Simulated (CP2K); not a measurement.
Band structure of IrOs (P-6m2, 2 atoms in the cell).

```xyz
2
Lattice="2.8081 0.0000 0.0000 -1.4040 2.4319 0.0000 0.0000 0.0000 4.4634" Properties=species:S:1:pos:R:3 pbc="T T T"
Os     0.0000     1.6213     0.0000
Ir     1.4040     0.8106     2.2317
```

Method of the run: PBEsol, GPW, DZVP-MOLOPT-SR-GTH basis, GTH-PBE potentials (GTH_POTENTIALS) (CP2K).

Settings: CUTOFF = 500 Ry; REL_CUTOFF = 60 Ry; SMEAR/METHOD = FERMI_DIRAC; ELECTRONIC_TEMPERATURE = 1160.45 K; KPOINTS/SCHEME = MONKHORST-PACK 13 13 8; GAMMA_CENTERED = T; XC_FUNCTIONAL = PBE:PBESOL; Os/BASIS_SET = DZVP-MOLOPT-SR-GTH-q16; Os/POTENTIAL = GTH-PBE-q16; Ir/BASIS_SET = DZVP-MOLOPT-SR-GTH-q17; Ir/POTENTIAL = GTH-PBE-q17; METHOD = GPW; EPS_DEFAULT = 1e-10; EXTRAPOLATION = USE_GUESS.

The starting cell comes from a database of computed structures (which also holds hypothetical and non-ambient phases and stackings), without a prior relaxation at this level. Its lattice was rescaled by a random factor within 2.5 % of one. Spin-orbit coupling is off. Spin polarisation is off. Values carry the incompleteness of an atom-centred basis. The potentials were made for another functional than the one used.

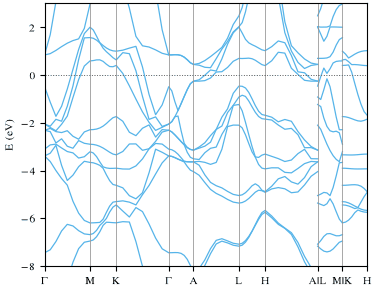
*Bands along the path, energies from the Fermi level.*

Levels in eV from the Fermi level, bands 13 to 18:
```json
[
 {"point": "Γ", "13": "-3.10", "14": "-2.31", "15": "-2.31", "16": "-2.05", "17": "-2.05", "18": "-0.49"},
 {"point": "M", "13": "-3.21", "14": "-2.90", "15": "-2.29", "16": "0.59", "17": "1.57", "18": "2.00"},
 {"point": "K", "13": "-3.90", "14": "-3.34", "15": "-1.74", "16": "0.40", "17": "0.63", "18": "1.00"},
 {"point": "A", "13": "-3.64", "14": "-3.51", "15": "-3.15", "16": "-3.15", "17": "-0.26", "18": "-0.26"},
 {"point": "L", "13": "-2.10", "14": "-1.23", "15": "-0.92", "16": "-0.46", "17": "0.70", "18": "2.01"},
 {"point": "H", "13": "-3.93", "14": "-3.31", "15": "-1.85", "16": "-1.69", "17": "0.40", "18": "1.02"}
]
```

Bands cross the Fermi level along this path, so the cell is metallic at this level.

Higher empty bands are left out: an atom-centred basis made for the valence describes them poorly.
